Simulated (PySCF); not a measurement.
# C₄H₅F: electronic excitations and core binding energies

Aim: predict the electronic excitations and core binding energies of C₄H₅F (`C#C[C@H](C)F`).

Programs: PySCF 2.14.0, with density-fitted response routines of our own. Each step states its level of theory. These are calculated values for one molecule in the gas phase, unless marked as measured. Atoms are numbered from 0 throughout.

## (1) Starting geometry

10 atoms, charge 0, multiplicity 1; geometry from: GFN2-xTB.

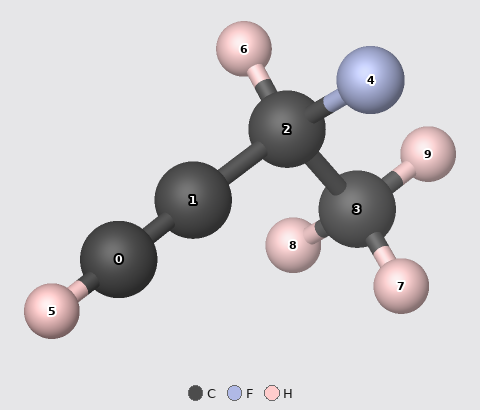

The starting geometry (carbon dark grey, fluorine light blue, hydrogen pink), atoms numbered.

## (2) Excited states and response: wB97X-D/def2-SVPD

What the job is given:

```
{"job": {"kind": "uv", "xc": "wB97X-D", "basis": "def2-SVPD", "nstates": 8, "ntriplets": 3}, "charge": 0, "multiplicity": 1}
C      2.267948     0.003120    -0.271896
C      1.122694     0.282769    -0.067700
C     -0.275988     0.626609     0.128483
C     -1.165117    -0.611671     0.110382
F     -0.685554     1.493054    -0.876434
H      3.275419    -0.245938    -0.426349
H     -0.392973     1.187328     1.068096
H     -1.054547    -1.130349    -0.839127
H     -0.877609    -1.280110     0.917261
H     -2.205389    -0.320158     0.234756
```

Method: TDDFT wB97X-D/def2-SVPD, vertical, gas phase, core orbitals frozen in the response.

On the command line:

```
> OMP_NUM_THREADS=1 python probes_run.py task.json out
```

This one command runs all jobs of the session in turn.

**Question.** This job is followed by: delta-SCF UKS SCAN, pcX-2 on the ionised atom, pcseg-1 elsewhere, spin-free X2C. What will the session give for the following? lowest singlet (wB97X-D/def2-SVPD); brightest single state of those computed; lowest triplet; C1s binding energies, SCAN/pcX-2 (standing for 3 of 4 atoms); F1s binding energies, SCAN/pcX-2.

The runs gave:

```
                                                    quantity                               value
                          lowest singlet (wB97X-D/def2-SVPD)         6.35 eV (195 nm), f = 0.000
                    brightest single state of those computed         state 6, 9.04 eV, f = 0.104
                                              lowest triplet                             5.48 eV
C1s binding energies, SCAN/pcX-2 (standing for 3 of 4 atoms)  C2 293.93, C3 291.13, C0 290.70 eV
                            F1s binding energies, SCAN/pcX-2                        F4 692.22 eV
```

The first singlet state (HOMO→LUMO 0.78, HOMO→LUMO+1 0.15) lies at 6.35 eV and is dark; of the 8 states computed, the strongest absorption comes from state 6 at 9.04 eV (the last state computed is bright too, and its partners may lie past the list). The lowest triplet lies 0.86 eV below the lowest singlet (triplets in Tamm-Dancoff, singlets in full TDDFT). The C1s levels kept as sound span 3.23 eV, from C0 (terminal alkyne carbon) up to C2 (propargylic sp3 CH bonded to F). Only 3 of the 4 C atoms are covered by sound results.
